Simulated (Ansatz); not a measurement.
# HSE06/STO-3G run of NClO (SMILES O=NCl)

Aim: the electronic atomisation energy of NClO at HSE06/STO-3G, from 4 runs. 

Program for the calculation: Ansatz 0.2.0.

50 further runs of the same task are left out: 5 that didn't finish, 45 set aside as unsound or not needed.

**1. The system as given**

NClO has 3 atoms, charge 0, and is taken as a singlet. SMILES: `O=NCl`. The shape is that of a PBE0-D4/def2-TZVP optimisation.

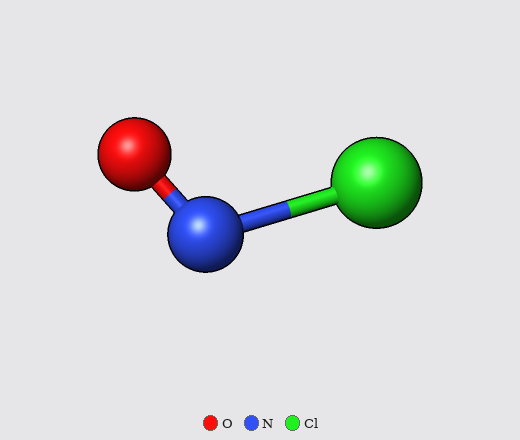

Viewed from a chosen angle; oxygen red, nitrogen blue, chlorine green.

**2. The energy at HSE06/STO-3G**

The input, input.yaml:

```yaml
crystal:
  periodic: [false, false, false]
  atoms:
    - {symbol: O, position_ang: [1.000080, -0.338330, 0.513880]}
    - {symbol: N, position_ang: [0.052050, -0.599550, -0.035840]}
    - {symbol: Cl, position_ang: [-1.052130, 0.937900, -0.478040]}
basis:
  gaussian:
    orbitals: STO-3G
hamiltonian:
  xc: hse06
accuracy: high
```

Launch:

```sh
$ ansatz run input.yaml --threads 1 --pin off --max-ram 3480MiB --events-out events.jsonl --progress --plain --runs-dir runs
```

The program printed:

```text
Warning: RAYON_NUM_THREADS=1 ignored (pool sized by the plan → 1); use --threads N
Functional definition: HSE06
  name "HSE06"
  parameter a = 0.25
  parameter omega = 0.11/bohr
  exchange = pbe_x - a*pbe_x_sr(omega) + a*exact_x_sr(omega)
  correlation = pbe_c
323 factors; integrals over basis functions are off by at most 3.2e-8 eV
49 factors; integrals over basis functions are off by at most 1.6e-9 eV
mean field evaluation 1: about -15862.5243 eV, gradient 1.9e1 eV
mean field evaluation 2: about -15801.4870 eV, gradient 9.2e1 eV
mean field evaluation 4: about -15865.5646 eV, gradient 1.9e0 eV
mean field evaluation 8: about -15865.5827 eV, gradient 2.0e-1 eV
mean field evaluation 16: about -15865.5829 eV, gradient 1.8e-6 eV
mean field -15865.58286665 eV, -583.0494162710 hartree, gradient 8.7e-9 eV, S^2 0.000000; 0 other end points of the search recorded, 0 dependent functions left out
reference -15865.58286774 eV, -583.0494163112 hartree; 16, 16 occupied and 3, 3 virtual orbitals, 323 factors
Total energy: -15865.58286774 eV, -583.0494163112 hartree
```

Wall time 1.1 s (1 thread of Arm Neoverse V1, shared host).

**3. The Cl atom, same level**

The input, in.yaml:

```yaml
crystal:
  periodic: [false, false, false]
  atoms:
    - {symbol: Cl, position_ang: [0.000000, 0.000000, 0.000000]}
basis:
  gaussian:
    orbitals: STO-3G
accuracy: high
hamiltonian:
  xc: hse06
magnetization:
  spin_polarized: true
  initial_magnetization: 1
```

Run the same way, it converges to -454.98149 Eh (log not shown).

**4. The N atom**

The input, run.yaml:

```yaml
crystal:
  periodic: [false, false, false]
  atoms:
    - {symbol: "N", position_ang: [0.000000, 0.000000, 0.000000]}
basis:
  gaussian:
    orbitals: STO-3G
magnetization:
  spin_polarized: true
  initial_magnetization: 3
hamiltonian:
  xc: {name: HSE06}
accuracy: high
```

Run the same way, it converges to -53.83615 Eh (log not shown).

**5. The O atom**

The input, job.yaml:

```yaml
crystal:
  periodic: [false, false, false]
  atoms:
    - symbol: O
      position_ang: [0.000000, 0.000000, 0.000000]
basis:
  gaussian:
    orbitals: STO-3G
magnetization:
  spin_polarized: true
  initial_magnetization: 2
hamiltonian:
  xc: hse06
accuracy: high
```

Run the same way, it converges to -73.97333 Eh (log not shown).

**6. Summary of results**

At HSE06/STO-3G:

| quantity | value |
| --- | --- |
| molecule: total energy | -583.04942 Eh |
| Cl atom: total energy | -454.98149 Eh |
| Cl atom: ⟨S²⟩ | 0.750 |
| N atom: total energy | -53.83615 Eh |
| N atom: ⟨S²⟩ | 3.750 |
| O atom: total energy | -73.97333 Eh |
| O atom: ⟨S²⟩ | 2.000 |
| electronic atomisation energy | 7.033 eV |

What this shows: Taking the molecule apart into free atoms costs 7.03 eV (162 kcal/mol), before zero-point energy and without spin-orbit coupling. In a minimal basis such a difference can be off by several eV, whatever the method.
